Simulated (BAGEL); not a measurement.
# B3LYP/cc-pVDZ (density fitting with qzvpp-jkfit) run of C2H2ClFSi (SMILES C#C[SiH](F)Cl)

Aim: the energy change on altering one bond length of C2H2ClFSi at B3LYP/cc-pVDZ (density fitting with qzvpp-jkfit), from 2 runs. 

The results are computed with BAGEL 1.2.2.

## Step 1: The system as given

The species is C2H2ClFSi (7 atoms), meant as a singlet with charge 0. SMILES: `C#C[SiH](F)Cl`. The shape is that of a PBE0-D4/def2-TZVP optimisation.

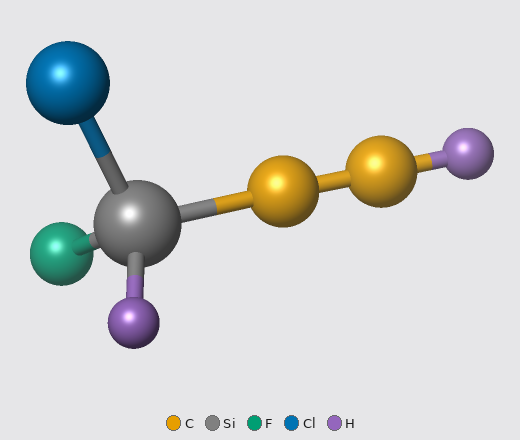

The structure, seen from a chosen angle (carbon amber, silicon grey, fluorine teal, chlorine blue, hydrogen purple).

## Step 2: The energy at B3LYP/cc-pVDZ (density fitting with qzvpp-jkfit)

Contents of input.json:

```json
{ "bagel": [

{
  "title": "molecule",
  "basis": "cc-pvdz.json",
  "df_basis": "qzvpp-jkfit",
  "angstrom": true,
  "geometry": [
    { "atom": "C", "xyz": [      -0.001800,      -1.973300,      -0.343700 ] },
    { "atom": "C", "xyz": [       0.007300,      -0.792000,      -0.105200 ] },
    { "atom": "Si", "xyz": [       0.071900,       0.977400,       0.257200 ] },
    { "atom": "F", "xyz": [      -1.001600,       1.310800,       1.375500 ] },
    { "atom": "Cl", "xyz": [      -0.396700,       2.032400,      -1.414600 ] },
    { "atom": "H", "xyz": [      -0.014500,      -3.018400,      -0.556300 ] },
    { "atom": "H", "xyz": [       1.396500,       1.395000,       0.741300 ] }
  ]
},

{ "title": "ks", "xc_func": "b3lyp" },

{ "title": "print", "file": "orbitals.molden", "orbitals": true }

]}
```

The basis set cc-pVDZ is read from a file made from the Basis Set Exchange's data (not shown).

On the command line:

```sh
BAGEL_NUM_THREADS=1 BAGEL input.json > input.out
```

The program printed:

```text
* using 1 threads per process

  ===============================================================
  ===============================================================

  *** Geometry ***

  { "atom" : "C", "xyz" : [     -0.003402,     -3.728997,     -0.649499 ] },
  { "atom" : "C", "xyz" : [      0.013795,     -1.496663,     -0.198799 ] },
  { "atom" : "Si", "xyz" : [      0.135871,      1.847018,      0.486038 ] },
  { "atom" : "F", "xyz" : [     -1.892750,      2.477053,      2.599318 ] },
  { "atom" : "Cl", "xyz" : [     -0.749654,      3.840679,     -2.673207 ] },
  { "atom" : "H", "xyz" : [     -0.027401,     -5.703949,     -1.051255 ] },
  { "atom" : "H", "xyz" : [      2.639003,      2.636168,      1.400854 ] },

  Number of auxiliary basis functions:      519

  Since a DF basis is specified, we compute 2- and 3-index integrals:
    o Being stored without compression. Storage requirement is 0.032 GB

  Number of basis functions:       88
  Number of electrons      :       54

    * METHOD: MOLECULE                             0.23

  *** Kohn-Sham DFT ***

    * Removing 12298 points whose weight is below 1.00e-10
    * Grid points: 92044

  === Nuclear Repulsion ===
   255.7553498877

       - DIIS with orbital gradients will be used.

  === KS iteration (b3lyp / cc-pvdz.json) ===
      0       -889.42792416          0.08561654           0.33
      1       -702.67534619          0.18847308           0.32
      2       -839.61333028          0.16575789           0.32
      3       -906.75378425          0.07983093           0.32
      4       -900.56507351          0.09788564           0.32
      5       -906.98409959          0.11222565           0.32
      6       -923.18272078          0.06096419           0.31
      7       -908.53357057          0.12554772           0.32
      8       -920.77363227          0.06731947           0.32
      9       -905.81290402          0.08846257           0.32
     10       -926.81835600          0.01793250           0.32
     11       -926.52631679          0.02669803           0.32
     12       -926.92640115          0.00972959           0.32
     13       -926.99899967          0.00752598           0.32
     14       -927.01973391          0.00423043           0.32
     15       -927.02818426          0.00161215           0.32
     16       -927.02986387          0.00056165           0.32
     17       -927.03005944          0.00020776           0.32
     18       -927.03008405          0.00005214           0.32
     19       -927.03008700          0.00002858           0.32
     20       -927.03008773          0.00001140           0.32
     21       -927.03008779          0.00000640           0.32
     22       -927.03008780          0.00000393           0.32
     23       -927.03008781          0.00000131           0.32
     24       -927.03008781          0.00000041           0.32
     25       -927.03008781          0.00000018           0.32
     26       -927.03008781          0.00000009           0.32
     27       -927.03008781          0.00000006           0.32
     28       -927.03008781          0.00000002           0.32
     29       -927.03008781          0.00000001           0.31
     30       -927.03008781          0.00000000           0.32
    * SCF iteration converged.

    * Permanent dipole moment:
           (   -0.417422,     0.683756,     0.070756) a.u.

    * METHOD: KS                                  10.28

    * METHOD: PRINT                                0.01

  ===============================================================
```

Run time: 11 s. Hardware: 1 thread of Arm Neoverse V2, shared host; peak memory 0.41 GiB.

## Step 3: The distorted shape at the same level

Contents of job.json:

```json
{ "bagel" : [

{
  "title" : "molecule",
  "basis" : "cc-pvdz.json",
  "df_basis" : "qzvpp-jkfit",
  "angstrom" : true,
  "geometry" : [
    { "atom" : "C", "xyz" : [    0.068496,   -2.131562,   -0.092910 ] },
    { "atom" : "C", "xyz" : [    0.077596,   -0.950262,    0.145590 ] },
    { "atom" : "Si", "xyz" : [    0.142196,    0.819138,    0.507990 ] },
    { "atom" : "F", "xyz" : [   -0.931304,    1.152538,    1.626290 ] },
    { "atom" : "Cl", "xyz" : [   -0.396700,    2.032400,   -1.414600 ] },
    { "atom" : "H", "xyz" : [    0.055796,   -3.176662,   -0.305510 ] },
    { "atom" : "H", "xyz" : [    1.466796,    1.236738,    0.992090 ] }
  ]
},
{
  "title" : "ks",
  "xc_func" : "b3lyp"
},
{
  "title" : "print",
  "file" : "orbitals.molden",
  "orbitals" : true
}

]}
```

The basis set cc-pVDZ is read from a file made from the Basis Set Exchange's data (not shown).

On the command line:

```sh
BAGEL_NUM_THREADS=1 BAGEL job.json > job.out
```

The program printed:

```text
* using 1 threads per process

  ===============================================================
  ===============================================================

  *** Geometry ***

  { "atom" : "C", "xyz" : [      0.129439,     -4.028068,     -0.175574 ] },
  { "atom" : "C", "xyz" : [      0.146635,     -1.795735,      0.275125 ] },
  { "atom" : "Si", "xyz" : [      0.268711,      1.547946,      0.959962 ] },
  { "atom" : "F", "xyz" : [     -1.759909,      2.177981,      3.073243 ] },
  { "atom" : "Cl", "xyz" : [     -0.749654,      3.840679,     -2.673207 ] },
  { "atom" : "H", "xyz" : [      0.105439,     -6.003021,     -0.577330 ] },
  { "atom" : "H", "xyz" : [      2.771843,      2.337096,      1.874778 ] },

  Number of auxiliary basis functions:      519

  Since a DF basis is specified, we compute 2- and 3-index integrals:
    o Being stored without compression. Storage requirement is 0.032 GB

  Number of basis functions:       88
  Number of electrons      :       54

    * METHOD: MOLECULE                             0.23

  *** Kohn-Sham DFT ***

    * Removing 11958 points whose weight is below 1.00e-10
    * Grid points: 92384

  === Nuclear Repulsion ===
   243.0675512802

       - DIIS with orbital gradients will be used.

  === KS iteration (b3lyp / cc-pvdz.json) ===
      0       -890.88792014          0.08282915           0.34
      1       -726.07353409          0.26721408           0.33
      2       -838.46730843          0.18162098           0.33
      3       -900.10983018          0.17512476           0.33
      4       -919.53841454          0.07254577           0.35
      5       -914.82567003          0.10362537           0.33
      6       -926.76317918          0.01906682           0.33
      7       -926.41271366          0.02956101           0.33
      8       -926.99281939          0.00510941           0.33
      9       -927.00285284          0.00507446           0.33
     10       -927.01542627          0.00051405           0.33
     11       -927.01561021          0.00019687           0.33
     12       -927.01566161          0.00007394           0.32
     13       -927.01566720          0.00001304           0.33
     14       -927.01566730          0.00000286           0.33
     15       -927.01566730          0.00000118           0.33
     16       -927.01566731          0.00000041           0.34
     17       -927.01566731          0.00000026           0.33
     18       -927.01566731          0.00000006           0.32
     19       -927.01566731          0.00000002           0.34
     20       -927.01566731          0.00000001           0.34
    * SCF iteration converged.

    * Permanent dipole moment:
           (   -0.554790,     1.051456,    -0.353984) a.u.

    * METHOD: KS                                   7.41

    * METHOD: PRINT                                0.01

  ===============================================================
```

It took 7.8 s on 1 thread of Arm Neoverse V2, shared host; peak memory 0.41 GiB.

## Step 4: What came out

Level: B3LYP/cc-pVDZ (density fitting with qzvpp-jkfit).

| quantity | value |
| --- | --- |
| first shape: total energy | -927.03009 Eh |
| first shape: dipole moment | 2.04 D |
| first shape: HOMO energy | -8.45 eV |
| first shape: LUMO energy | -0.81 eV |
| first shape: HOMO–LUMO gap | 7.64 eV |
| distorted shape: total energy | -927.01567 Eh |
| distorted shape: dipole moment | 3.15 D |
| distorted shape: HOMO energy | -8.40 eV |
| distorted shape: LUMO energy | -1.64 eV |
| distorted shape: HOMO–LUMO gap | 6.76 eV |
| energy change with the Si3–Cl5 bond stretched from 2.032 to 2.336 Å | 0.392 eV |

With the Si3–Cl5 bond stretched from 2.032 to 2.336 Å the energy rises by 0.39 eV (37.9 kJ/mol). The first shape isn't relaxed at this level, so the change isn't measured from a minimum.
